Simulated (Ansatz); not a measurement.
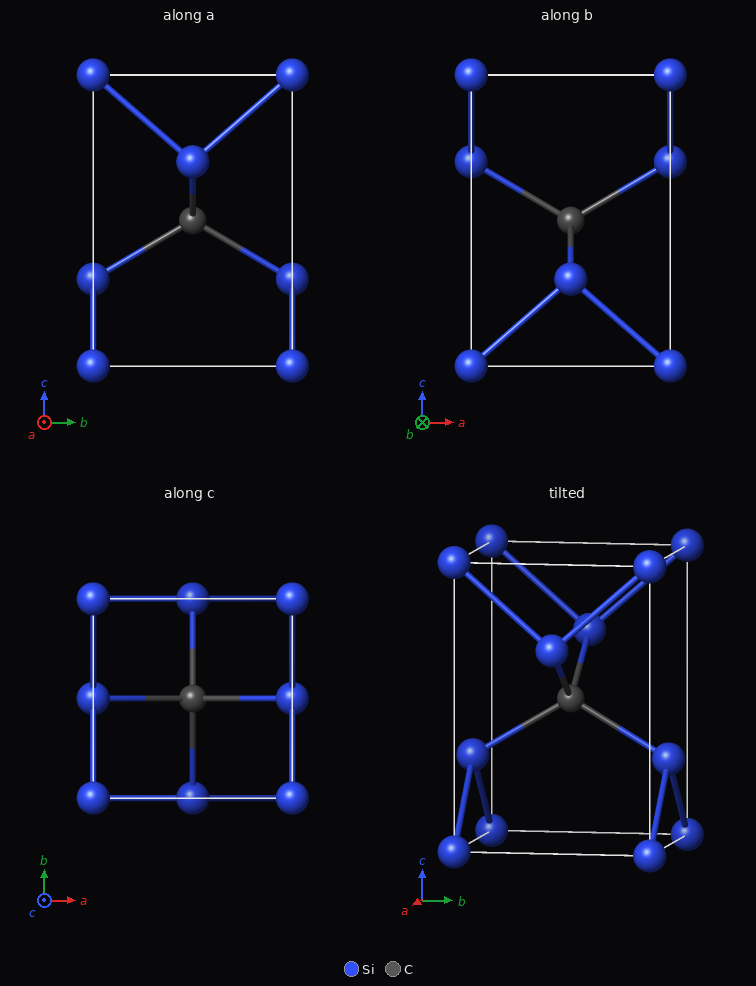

Ball-and-stick drawing of the structure, looking along the a axis, along the b axis, along the c axis and slightly off an axis. The lines enclose the conventional unit cell; boundary atoms appear with their images.

Lattice parameters: a = 3.4397 Å, b = 3.4397 Å, c = 5.0274 Å, α = 90.000°, β = 90.000°, γ = 90.000°.

Give the structure in the form of a CIF with its space group and independent sites, with free fractional coordinates to two decimals.

Answer.
```cif
data_structure
_symmetry_space_group_name_H-M 'P -4 m 2'
_symmetry_Int_Tables_number 115
_cell_length_a 3.4397
_cell_length_b 3.4397
_cell_length_c 5.0274
_cell_angle_alpha 90.000
_cell_angle_beta 90.000
_cell_angle_gamma 90.000
_cell_volume 59.48
loop_
_atom_site_label
_atom_site_type_symbol
_atom_site_symmetry_multiplicity
_atom_site_Wyckoff_symbol
_atom_site_fract_x
_atom_site_fract_y
_atom_site_fract_z
_atom_site_occupancy
Si1 Si 2 g 0.00 0.50 0.70 1
Si2 Si 1 a 0.00 0.00 0.00 1
C1 C 1 c 0.50 0.50 0.50 1
```

Starting structure: a structure type filled with these elements by a generator (whether the compound takes this form wasn't checked). A relaxation with DFT PBE, scalar-relativistic, plane waves, PAW (Ansatz 0.2.0) gave the geometry drawn.
